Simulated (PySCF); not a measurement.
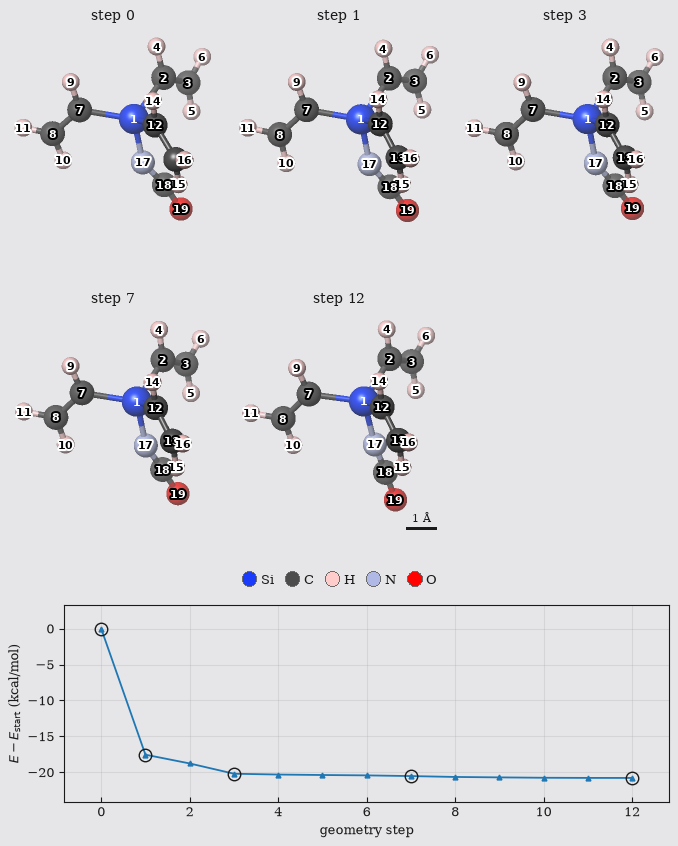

Frames of a relaxation of C7H9NOSi, marked on the history of the run. Style: ball-and-stick. Shown from a free direction.

The start comes from GFN2-xTB. Its atoms were then displaced at random by about 0.03 Å.

These are results of PySCF 2.14.0, density-fitted response routines, PBE0-D3(BJ)/def2-SVP geometry optimisation, gas phase, not measurements. 

> Describe the path.

O19 moves most after the best rigid fit: 0.47 Å. Largest moves by element: O 0.47 Å, C 0.23 Å, N 0.21 Å, H 0.17 Å, Si 0.16 Å. Some distances before and after: Si1–C12 1.966 → 1.866 Å, C12–C13 1.431 → 1.337 Å, C8–H11 1.003 → 1.096 Å, C13–H16 1.041 → 1.096 Å. Bond angles that change, for instance: Si1–N17–C18 151.7° → 173.9°, H15–C13–H16 125.4° → 116.2°, N17–C18–O19 171.9° → 179.5°. The energy falls by 20.8 kcal/mol in 12 geometry steps. From step 0 to 1: C13 moves most (0.23 Å), energy −17.5 kcal/mol. From step 1 to 3: H16 moves most (0.17 Å), energy −2.65 kcal/mol. From step 3 to 7: O19 moves most (0.11 Å), energy −0.33 kcal/mol. From step 7 to 12: O19 moves most (0.36 Å), energy −0.26 kcal/mol.

| step | E − E(0), kcal/mol |
| --- | --- |
| 0 | 0.00 |
| 1 | -17.55 |
| 2 | -18.77 |
| 3 | -20.20 |
| 4 | -20.31 |
| 5 | -20.38 |
| 6 | -20.43 |
| 7 | -20.52 |
| 8 | -20.65 |
| 9 | -20.71 |
| 10 | -20.76 |
| 11 | -20.78 |
| 12 | -20.78 |
